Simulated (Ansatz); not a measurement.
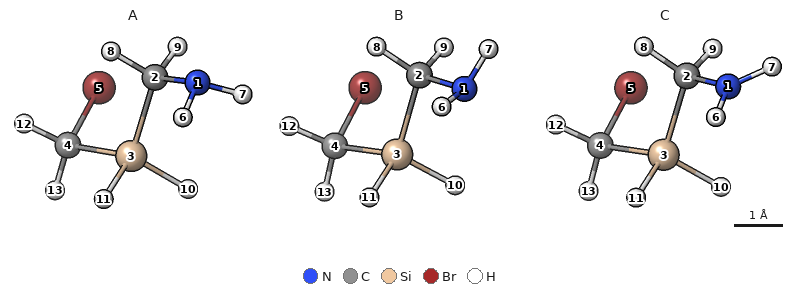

3 geometries from a converged minimum-energy path of C₂H₈BrNSi, shuffled. A ball-and-stick model, seen from a free direction.

Level of theory: RKS PBE0-D4/def2-SVP (Ansatz 0.2.0). Run with 5 movable images; climbing image; force threshold 0.03 eV/Å; iteration limit 60; starting path by image-dependent pair potential.

> Which of them lies highest in energy?

C. In order along the path, whose images run from 0 to 6: A (image 1, +1.2 kJ/mol), C (image 3, +16.2 kJ/mol), B (image 5, −1.4 kJ/mol). The motion is an umbrella inversion at N1. No bond forms or breaks between the ends. Bond angles that change up to the highest image, for instance: H6–N1–H7 106.3° → 117.6°, C2–N1–H6 111.0° → 120.9°.
